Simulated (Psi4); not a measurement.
# triplet HBS: levels of theory compared

We compute a comparison of 6 runs (U-wB97X/def2-TZVPPD, UB3LYP/def2-TZVPPD, UBHLYP/def2-TZVPPD, UCAM-B3LYP/def2-TZVPPD, UM06-2X/def2-TZVPPD, UPBE0/def2-TZVPPD) of triplet HBS. 

Program for the calculation: Psi4 1.11.

## (1) Starting point

The species is HBS (3 atoms), meant as a triplet with charge 0. As SMILES of the parent species, `B=S`. The coordinates come from a PBE0-D4/def2-TZVP relaxation. That shape belongs to the parent species and isn't relaxed for this state.

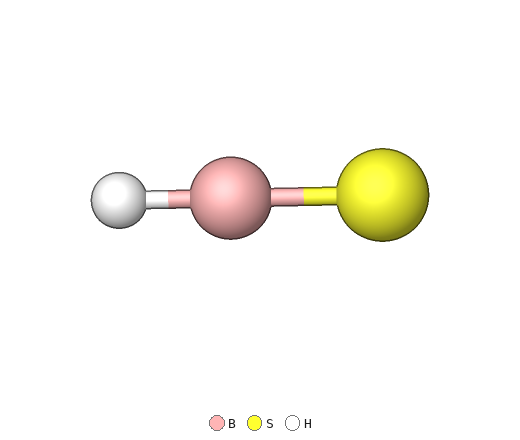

The structure, seen from a chosen angle (boron pink, sulfur yellow, hydrogen white).

## (2) Energy and gradient at U-wB97X/def2-TZVPPD (run 1)

run.py

```python
import psi4

psi4.set_memory('2200 MB')
psi4.set_num_threads(1)
psi4.core.set_output_file('run.log', False)

m = psi4.geometry("""
0 3
B     -0.038660    -0.014560     0.134750
S      0.399170     0.147640    -1.393290
H     -0.360510    -0.133080     1.258530
symmetry c1
no_reorient
no_com
""")

psi4.set_options({
    'basis': 'def2-TZVPPD',
    'reference': 'uks',
    'puream': True,
    'e_convergence': 1e-09,
    'd_convergence': 1e-08,
    'scf_type': 'pk',
    'dft_radial_points': 99,
    'dft_spherical_points': 590,
    'maxiter': 100,
})

energy_value, wavefunction = psi4.gradient('wb97x', return_wfn=True)
psi4.oeprop(wavefunction, 'DIPOLE', 'LOWDIN_CHARGES', 'MAYER_INDICES')
print('gradient / Eh bohr^-1')
print(energy_value.np.round(6))
print(f'energy = {wavefunction.energy():.10f} Eh')
```

Run with:

```bash
$ python run.py
```

run.log:

```text
[...]
  Running in c1 symmetry.
[...]
  Nuclear repulsion =   31.801084826958359
[...]
  Multiplicity = 3
[...]
  Nalpha       = 12
  Nbeta        = 10
[...]
    Number of basis functions: 105
[...]
   @UKS iter   1:  -423.43894920198250   -4.13119e-01   3.15496e-03 DIIS/ADIIS
[...]
   @UKS iter  17:  -423.47446979480361    6.25278e-12   5.56522e-09 DIIS
[...]
   @S^2 Observed:                2.009586457E+00
[...]
    Orbital Energies [Eh]
    ---------------------
    Alpha Occupied:
       1A    -88.888311     2A     -8.077600     3A     -6.865334
       4A     -6.047156     5A     -6.033319     6A     -6.029715
       7A     -0.920642     8A     -0.596418     9A     -0.509141
      10A     -0.478524    11A     -0.454001    12A     -0.216318
    Alpha Virtual:
      13A      0.020753    14A      0.043645    15A      0.067110
      16A      0.068065    17A      0.074937    18A      0.108273
      19A      0.165997    20A      0.168600    21A      0.184482
      22A      0.189912    23A      0.190410    24A      0.198166
      25A      0.223652    26A      0.250690    27A      0.258257
[...]
  @UKS Final Energy:  -423.47446979480361
   => Energetics <=
    Nuclear Repulsion Energy =             31.8010848269583590
    One-Electron Energy =                -645.8990206386158661
    Two-Electron Energy =                 213.1802820718736768
    DFT Exchange-Correlation Energy =     -22.5568160550197412
    Empirical Dispersion Energy =           0.0000000000000000
    VV10 Nonlocal Energy =                  0.0000000000000000
    Total Energy =                       -423.4744697948036105
[...]
  -Total Gradient:
     Atom            X                  Y                   Z
    ------   -----------------  -----------------  -----------------
       1        0.036011641293     0.013377003531    -0.125581499288
       2       -0.035183439300    -0.013050223358     0.122748188999
       3       -0.000843817552    -0.000332576770     0.002887782288
[...]
 Multipole Moments:
 ------------------------------------------------------------------------------------
     Multipole            Electronic (a.u.)      Nuclear  (a.u.)        Total (a.u.)
 ------------------------------------------------------------------------------------
 L = 1.  Multiply by 2.5417464519 to convert [e a0] to [Debye]
 Dipole X            :        -11.0000650           11.0226024            0.0225374
 Dipole Y            :         -4.0662587            4.0749298            0.0086711
 Dipole Z            :         38.3976997          -38.4755042           -0.0778046
 Magnitude           :                                                    0.0814658
[...]
```

Standard output:

```text
gradient / Eh bohr^-1
[[ 0.036012  0.013377 -0.125581]
 [-0.035183 -0.01305   0.122748]
 [-0.000844 -0.000333  0.002888]]
energy = -423.4744697948 Eh
```

Run time: 23 s. Hardware: 1 thread of Intel Xeon 6975P-C (Granite Rapids), shared host; peak memory 1 GiB.

## (3) The energy at UB3LYP/def2-TZVPPD (run 2)

calc.py

```python
import psi4

psi4.set_memory('2200 MB')
psi4.set_num_threads(1)
psi4.core.set_output_file('psi4.out', False)

geom = psi4.geometry("""
0 3
B     -0.038660    -0.014560     0.134750
S      0.399170     0.147640    -1.393290
H     -0.360510    -0.133080     1.258530
symmetry c1
""")

psi4.set_options({
    'reference': 'uks',
    'puream': True,
    'e_convergence': 1e-09,
    'd_convergence': 1e-08,
    'scf_type': 'pk',
    'dft_radial_points': 99,
    'dft_spherical_points': 590,
    'maxiter': 100,
})

energy_value, wavefunction = psi4.energy("b3lyp/def2-TZVPPD", return_wfn=True)
psi4.oeprop(wavefunction, "WIBERG_LOWDIN_INDICES", "MAYER_INDICES", "LOWDIN_CHARGES")
print(f'b3lyp/def2-TZVPPD energy: {energy_value:.10f} Eh')
```

Run with:

```bash
$ python calc.py
```

psi4.out:

```text
[...]
  Running in c1 symmetry.
[...]
  Nuclear repulsion =   31.801084826958359
[...]
  Multiplicity = 3
[...]
  Nalpha       = 12
  Nbeta        = 10
[...]
    Number of basis functions: 105
[...]
   @UKS iter   1:  -423.38215507141047   -1.32777e-01   4.80265e-03 ADIIS/DIIS
[...]
   @UKS iter  13:  -423.51083191346333   -6.48015e-12   9.19107e-09 DIIS
[...]
   @S^2 Observed:                2.007065404E+00
[...]
    Orbital Energies [Eh]
    ---------------------
    Alpha Occupied:
       1A    -88.910199     2A     -7.988362     3A     -6.777815
       4A     -5.959522     5A     -5.944854     6A     -5.942057
       7A     -0.795067     8A     -0.481912     9A     -0.407017
      10A     -0.379642    11A     -0.346834    12A     -0.128957
    Alpha Virtual:
      13A     -0.072104    14A     -0.004785    15A      0.020422
      16A      0.028969    17A      0.031235    18A      0.047320
      19A      0.086570    20A      0.092554    21A      0.103425
      22A      0.124951    23A      0.127701    24A      0.136652
      25A      0.159458    26A      0.180857    27A      0.185680
[...]
  @UKS Final Energy:  -423.51083191346333
   => Energetics <=
    Nuclear Repulsion Energy =             31.8010848269583590
    One-Electron Energy =                -645.8793572057297752
    Two-Electron Energy =                 214.8482764094534048
    DFT Exchange-Correlation Energy =     -24.2808359441453305
    Empirical Dispersion Energy =           0.0000000000000000
    VV10 Nonlocal Energy =                  0.0000000000000000
    Total Energy =                       -423.5108319134633348
[...]
 Multipole Moments:
 ------------------------------------------------------------------------------------
     Multipole            Electronic (a.u.)      Nuclear  (a.u.)        Total (a.u.)
 ------------------------------------------------------------------------------------
 L = 1.  Multiply by 2.5417464519 to convert [e a0] to [Debye]
 Dipole X            :          1.1907425           -1.0652455            0.1254970
 Dipole Y            :          0.1233250           -0.1098397            0.0134852
 Dipole Z            :          0.0000653            0.0000000            0.0000653
 Magnitude           :                                                    0.1262194
[...]
```

On the terminal:

```text
b3lyp/def2-TZVPPD energy: -423.5108319135 Eh
```

It took 11 s on 1 thread of Intel Xeon 6975P-C (Granite Rapids), shared host; peak memory 0.91 GiB.

Run 3 isn't shown in full; the table further down has it.

## (4) Energy and gradient at UCAM-B3LYP/def2-TZVPPD (run 4)

input.in

```
memory 2200 mb

molecule {
  0 3
  B     -0.07305681    -0.02751441     0.25464060
  S      0.75432198     0.27899917    -2.63293651
  H     -0.68126517    -0.25148475     2.37827702
  units bohr
  symmetry c1
  no_reorient
  no_com
}

set basis def2-TZVPPD
set reference uks
set puream true
set e_convergence 1e-09
set d_convergence 1e-08
set scf_type pk
set dft_radial_points 99
set dft_spherical_points 590
set maxiter 100

E, wfn = gradient('cam-b3lyp', return_wfn=True)
oeprop(wfn, 'QUADRUPOLE', 'MULLIKEN_CHARGES', 'DIPOLE')
```

Run with:

```bash
$ psi4 -i input.in -o input.out -n 1
```

input.out:

```text
[...]
  Running in c1 symmetry.
[...]
  Nuclear repulsion =   31.801084817391231
[...]
  Multiplicity = 3
[...]
  Nalpha       = 12
  Nbeta        = 10
[...]
    Number of basis functions: 105
[...]
   @UKS iter   1:  -423.41534426040914   -3.08259e-01   3.78303e-03 DIIS/ADIIS
[...]
   @UKS iter  15:  -423.48009261302565   -3.24007e-12   7.01122e-09 DIIS
[...]
   @S^2 Observed:                2.008192065E+00
[...]
  @UKS Final Energy:  -423.48009261302565
   => Energetics <=
    Nuclear Repulsion Energy =             31.8010848173912315
    One-Electron Energy =                -645.8824203297938311
    Two-Electron Energy =                 213.4016499736939068
    DFT Exchange-Correlation Energy =     -22.8004070743169827
    Empirical Dispersion Energy =           0.0000000000000000
    VV10 Nonlocal Energy =                  0.0000000000000000
    Total Energy =                       -423.4800926130256471
[...]
  -Total Gradient:
     Atom            X                  Y                   Z
    ------   -----------------  -----------------  -----------------
       1        0.035740004293     0.013228368915    -0.124572327988
       2       -0.034191318405    -0.012663022575     0.119259414828
       3       -0.001548725353    -0.000565359008     0.005313050704
[...]
 Multipole Moments:
 ------------------------------------------------------------------------------------
     Multipole            Electronic (a.u.)      Nuclear  (a.u.)        Total (a.u.)
 ------------------------------------------------------------------------------------
 L = 1.  Multiply by 2.5417464519 to convert [e a0] to [Debye]
 Dipole X            :        -10.9941143           11.0226025            0.0284881
 Dipole Y            :         -4.0644422            4.0749299            0.0104877
 Dipole Z            :         38.3774371          -38.4755041           -0.0980670
 Magnitude           :                                                    0.1026582
 L = 2.  Multiply by 1.3450342976 to convert [e a0^2] to [Debye ang]
 Quadrupole XX       :        -24.9500799            9.5948351          -15.3552448
 Quadrupole XY       :         -5.4881901            3.5486617           -1.9395284
[...]
  Mulliken Charges: (a.u.)
   Center  Symbol    Alpha    Beta     Spin     Total
       1     B     2.97605  2.02425  0.95180 -0.00031
       2     S     8.61314  7.51600  1.09714 -0.12914
       3     H     0.41081  0.45975 -0.04894  0.12944
   Total alpha = 12.00000, Total beta = 10.00000, Total charge =  0.00000
    Psi4 run time: 0:00:22.11
```

It took 23 s on 1 thread of Intel Xeon 6975P-C (Granite Rapids), shared host; peak memory 1 GiB.

Run 5 isn't shown in full; the table further down has it.

## (5) Energy and gradient at UPBE0/def2-TZVPPD (run 6)

job.dat

```
memory 2.2 GB

molecule m {
  0 3
  B     -0.07305681    -0.02751441     0.25464060
  S      0.75432198     0.27899917    -2.63293651
  H     -0.68126517    -0.25148475     2.37827702
  units bohr
  symmetry c1
}

set basis def2-TZVPPD
set reference uks
set puream true
set e_convergence 1e-09
set d_convergence 1e-08
set scf_type pk
set dft_radial_points 99
set dft_spherical_points 590
set maxiter 100

e, wfn = gradient('pbe0', return_wfn=True)
oeprop(wfn, 'QUADRUPOLE', 'DIPOLE', 'MAYER_INDICES')
```

Run with:

```bash
$ psi4 -n 1 job.dat job.out
```

job.out:

```text
[...]
  Running in c1 symmetry.
[...]
  Nuclear repulsion =   31.801084817391228
[...]
  Multiplicity = 3
[...]
  Nalpha       = 12
  Nbeta        = 10
[...]
    Number of basis functions: 105
[...]
   @UKS iter   1:  -423.22674815021418   -1.92979e-01   4.34612e-03 DIIS/ADIIS
[...]
   @UKS iter  13:  -423.32888889381684   -1.80194e-11   9.74933e-09 DIIS
[...]
   @S^2 Observed:                2.011077426E+00
[...]
  @UKS Final Energy:  -423.32888889381684
   => Energetics <=
    Nuclear Repulsion Energy =             31.8010848173912279
    One-Electron Energy =                -645.8672277348558737
    Two-Electron Energy =                 213.3555432627506150
    DFT Exchange-Correlation Energy =     -22.6182892391028787
    Empirical Dispersion Energy =           0.0000000000000000
    VV10 Nonlocal Energy =                  0.0000000000000000
    Total Energy =                       -423.3288888938168384
[...]
  -Total Gradient:
     Atom            X                  Y                   Z
    ------   -----------------  -----------------  -----------------
       1        0.120466396113     0.012482671429     0.000038443513
       2       -0.117950479032    -0.012234492354    -0.000016286044
       3       -0.002517773650    -0.000248384479    -0.000022157696
[...]
 Multipole Moments:
 ------------------------------------------------------------------------------------
     Multipole            Electronic (a.u.)      Nuclear  (a.u.)        Total (a.u.)
 ------------------------------------------------------------------------------------
 L = 1.  Multiply by 2.5417464519 to convert [e a0] to [Debye]
 Dipole X            :          1.2167800           -1.0652455            0.1515345
 Dipole Y            :          0.1255702           -0.1098396            0.0157306
 Dipole Z            :          0.0001687            0.0000000            0.0001687
 Magnitude           :                                                    0.1523489
 L = 2.  Multiply by 1.3450342976 to convert [e a0^2] to [Debye ang]
 Quadrupole XX       :        -68.7951826           53.7134613          -15.0817213
 Quadrupole XY       :         -5.6220560            5.5688976           -0.0531584
[...]
```

Wall time 15 s (1 thread of Intel Xeon 6975P-C (Granite Rapids), shared host); peak memory 0.9 GiB.

## (6) All runs side by side

| run | level | task | energy (Eh) | dipole moment (D) | HOMO energy (eV) | ⟨S²⟩ | wall time |
| --- | --- | --- | --- | --- | --- | --- | --- |
| 1 | U-wB97X/def2-TZVPPD | gradient | -423.474470 | 0.21 | -5.89 | 2.010 | 23 s |
| 2 | UB3LYP/def2-TZVPPD | energy | -423.510832 | 0.32 | -3.51 | 2.007 | 11 s |
| 3 | UBHLYP/def2-TZVPPD | energy | -423.495566 | 0.29 | -5.07 | 2.011 | 11 s |
| 4 | UCAM-B3LYP/def2-TZVPPD | gradient | -423.480093 | 0.26 | -4.96 | 2.008 | 23 s |
| 5 | UM06-2X/def2-TZVPPD | gradient | -423.456088 | 0.27 | -4.55 | 2.008 | 26 s |
| 6 | UPBE0/def2-TZVPPD | gradient | -423.328889 | 0.39 | -4.21 | 2.011 | 15 s |

## (7) Outcome

| quantity | value |
| --- | --- |
| run 6: total energy | -423.32889 Eh |
| run 6: dipole moment | 0.39 D |
| run 6: HOMO energy (highest over α and β) | -4.21 eV |
| run 6: ⟨S²⟩ | 2.011 |
| run 6: largest force on an atom | 6.228 eV/Å |

The dipole moment (its size) runs from 0.21 D (U-wB97X/def2-TZVPPD) to 0.39 D (UPBE0/def2-TZVPPD). Totals of different functionals can't be ranked against each other. All runs together took 1.8 min, the longest 26 s.
